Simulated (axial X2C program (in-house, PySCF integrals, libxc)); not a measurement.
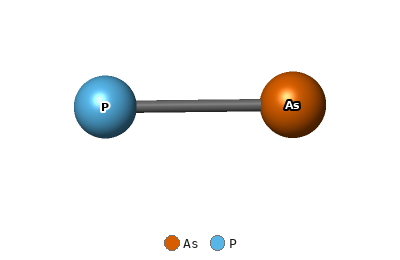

*The molecule at the reference distance of 1.989 Å.*

# Relativistic diatomic calculation, with input and output: AsP

- system: AsP. The reference is closed-shell AsP; the roots are vertical excitation energies. The distance is the PBE0 minimum at charge 0.
- method: EOM-EE-CCSD, two-component X2C with atomic mean-field Coulomb and Gaunt terms, As dyall-acv3z, P dyall-av3z (cores contracted) (axial X2C program (in-house, PySCF integrals, libxc))

### Input file
```
{"zs": [33, 15], "q": 0, "bas": ["dyall-acv3z", "dyall-av3z"], "r0": 2.16, "eom": "ee", "thr": -2.0, "nmax": 88}
```

The line is the task of a batch: nuclear charges, charge, bases, a first guess of the distance and further settings. This report covers the levels named above. The log is that of the reference distance 1.989 Å.

Hardware: 1 thread of Arm Neoverse V2, 24 GiB of memory available, shared host.

The run was one of a batch that the task file lists, launched with:
```bash
python <driver script> task.json out
```

### The program's output
```
two-component X2C + atomic mean field  HF
basis functions 181  fitting functions 997  grid points 5078
iter        total energy     max residual
   1      -2599.841976470     2.46e-01
   2      -2599.866889033     1.02e-02
   3      -2599.867544540     7.78e-03
   4      -2599.867746617     3.72e-03
   5      -2599.867763793     4.87e-04
   6      -2599.867767028     6.15e-04
   7      -2599.867769589     3.06e-04
   8      -2599.867771993     8.04e-05
   9      -2599.867772457     6.31e-05
  10      -2599.867772545     2.42e-05
  11      -2599.867772552     4.20e-06
  12      -2599.867772553     2.29e-06
  13      -2599.867772553     1.23e-06
converged
one-electron -3879.85996860  Coulomb 1254.50845451  exact exchange -105.35938692  xc functional 0.00000000  nuclear repulsion 131.69568598  atomic mean-field constant -0.85255751
correlated 10  virtual 266  natural virtual 88  E(MP2) -0.275190544  MP2 remainder -0.028367296
iter   CCSD correlation   residual
   1     -0.249456174   1.62e-01
   2     -0.259241795   6.48e-02
   3     -0.262103947   2.79e-02
   4     -0.262325017   8.65e-03
   5     -0.262321497   2.30e-03
   6     -0.262313934   8.84e-04
   7     -0.262317646   3.49e-04
   8     -0.262319367   1.69e-04
   9     -0.262317859   8.21e-05
  10     -0.262318808   3.35e-05
  11     -0.262318359   1.17e-05
  12     -0.262318492   4.94e-06
  13     -0.262318433   2.64e-06
  14     -0.262318420   1.46e-06
(T) -0.017343014517171747  T1 0.0241  D1 0.0329  max T2 0.088
EOM-EE-CCSD roots
2*Omega      energy/Eh   energy/eV  one-particle weight
    0       0.08871031      2.4139      0.960
    0       0.12274169      3.3400      0.941
    0       0.12279349      3.3414      0.941
    0       0.13680768      3.7227      0.942
    0       0.13698223      3.7275      0.940
    2       0.08842697      2.4062      0.960
    2       0.11356209      3.0902      0.957
    2       0.12471618      3.3937      0.941
    2       0.13712541      3.7314      0.940
    4       0.11364091      3.0923      0.956
    4       0.12657810      3.4444      0.941
    4       0.14806083      4.0289      0.936
    6       0.11447635      3.1151      0.956
```

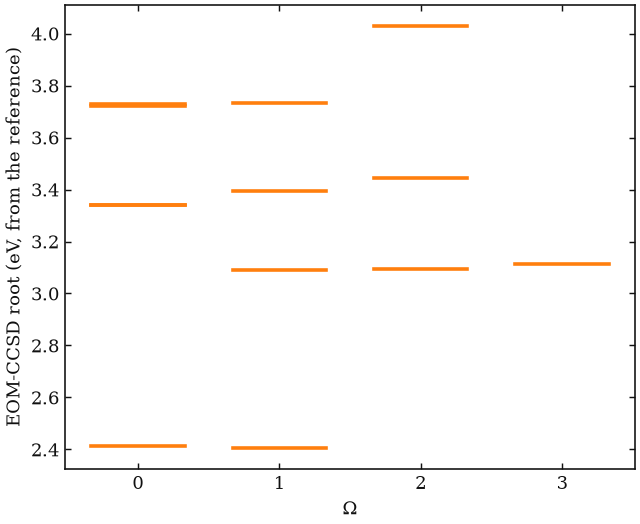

*EOM-CCSD roots by Ω at 1.99 Å.*

The lowest has Ω = 1 and lies at 2.406 eV, with one-particle weight 0.96.

### Summary

```tsv
quantity	value
outcome	converged
HF energy of the reference AsP	−2599.86777 hartree
MP2 energy of the reference AsP	−2600.14296 hartree
CCSD energy of the reference AsP (with the MP2 share of the virtual spinors left out of the coupled-cluster step)	−2600.15846 hartree
CCSD(T) energy of the reference AsP	−2600.17580 hartree
T1 diagnostic (spinor form; for a closed shell √2 times the usual value)	0.024
wall time	18 s
peak memory	0.67 GiB
```
